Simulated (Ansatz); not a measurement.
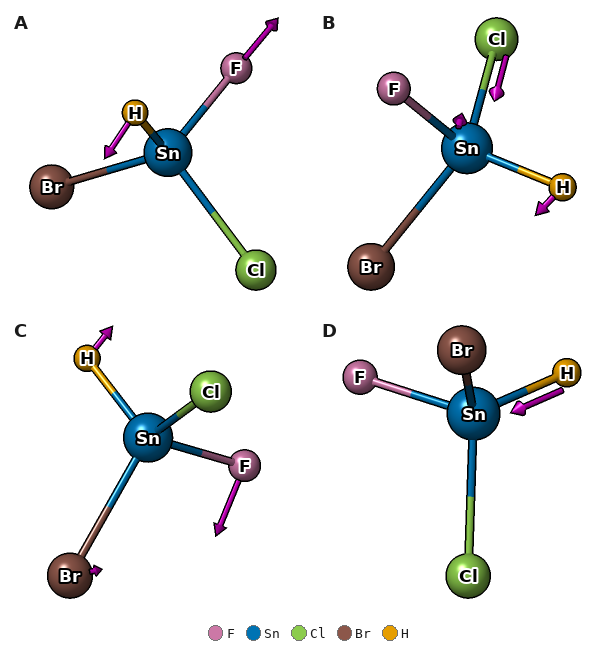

4 normal modes of one molecule or complex, as arrows. Harmonic vibrations computed with RKS PBE0-D4/def2-TZVP, core potentials on Sn (Ansatz 0.2.0) at a stationary point of the same level.

### Match the panels to the wavenumbers 135 cm⁻¹, 392 cm⁻¹, 643 cm⁻¹, 2003 cm⁻¹.

A: 643 cm⁻¹, Sn–F stretching
B: 392 cm⁻¹, Sn–Cl stretching
C: 135 cm⁻¹, Br–Sn–F bending
D: 2003 cm⁻¹, Sn–H stretching
